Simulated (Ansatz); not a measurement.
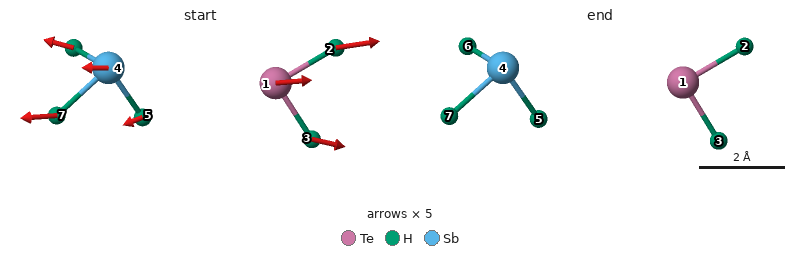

The structure of SbH$_{5}$Te (coarse preliminary run) before (left) and after (right) a relaxation, at one scale. The red arrows give the displacements, magnified 5 times.

The picture is a ball-and-stick view, seen face on.

All numbers below come from RKS PBE-D4/def2-SVP in Ansatz. (force threshold 0.03 eV/Å; at most 250 steps)

Summarise the run.

Answer. After 2 geometry steps the energy has fallen by 9.47 kJ/mol. Largest force component: 0.96 eV/Å at the start, 0.027 eV/Å at the end. The largest move after the best rigid fit is that of H2, 0.21 Å. By element the largest moves are H 0.21 Å, Te 0.17 Å, Sb 0.13 Å. Among the contacts that change: Sb4–H5 1.683 → 1.734 Å, Te1–H2 1.642 → 1.681 Å. The run took 1.9 s on 4 threads of AMD EPYC 7B13, with other jobs on the host.

Limits of the set-up: the start holds two separate molecules, 3.2 Å apart at their closest, whose relative position is a soft coordinate.
